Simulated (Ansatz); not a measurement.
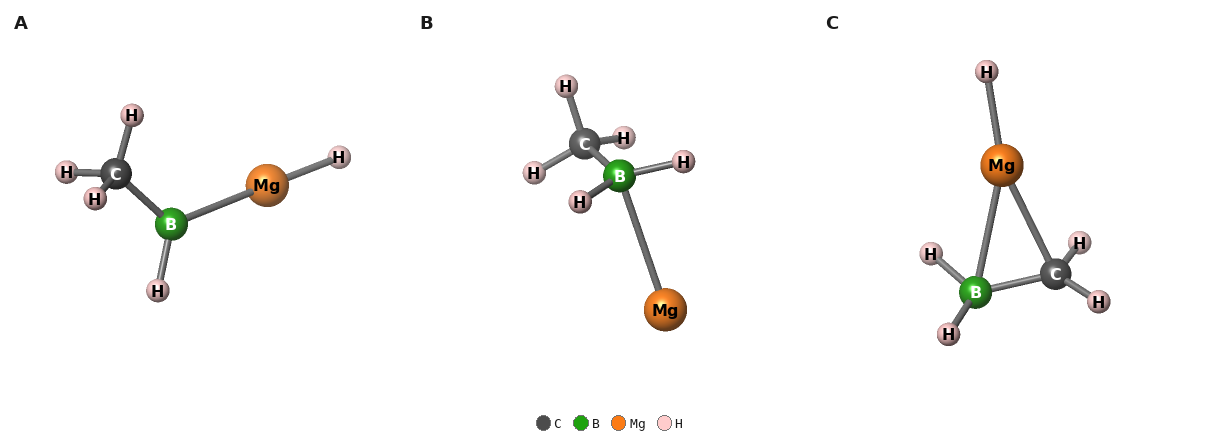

3 stationary structures of one formula. Geometries: PBE0-D4/def2-TZVP. Electronic energies: RHF-CCSD(T) (frozen core)/def2-TZVPP (Ansatz 0.2.0), without zero-point energy. No frequency run is at hand to confirm each as a minimum. Each is one conformer, not always the lowest.

### Which is lowest in energy, and by how much?

C is lowest (C1); B lies 2.4 kcal/mol above it (Cs), A lies 24.9 kcal/mol above it (C1).
